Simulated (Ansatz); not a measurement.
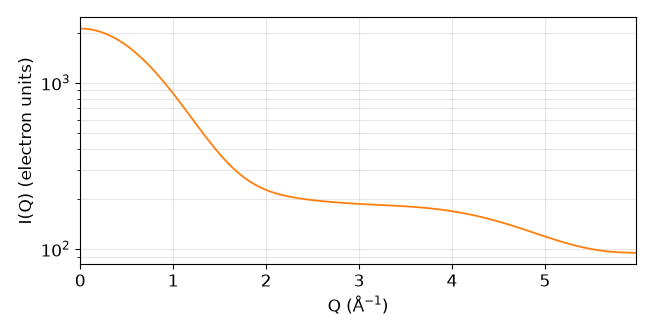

Elastic X-ray scattering of a randomly oriented, rigid molecule, calculated with the Debye equation from neutral-atom form factors (independent atoms, no Compton part, no vibration). The geometry is the end point of an optimisation (Ansatz, RKS PBE0-D4/STO-3G); it may be a saddle point or a higher isomer. It contains C, Si, S, H.

Q: How many electrons does the independent-atom model of the molecule hold?

A: I(0) is the square of the electron number: I(0) = 2120, so about 46 electrons, the count of C2H4SSi.

Q: What radius of gyration does the initial fall-off give?

A: From I(Q) ≈ I(0) exp(−Q²R²/3) at small Q, R ≈ 1.70 Å. It is larger than the electron-weighted radius of the nuclear positions alone (1.51 Å), because each atom's electron cloud adds to it.
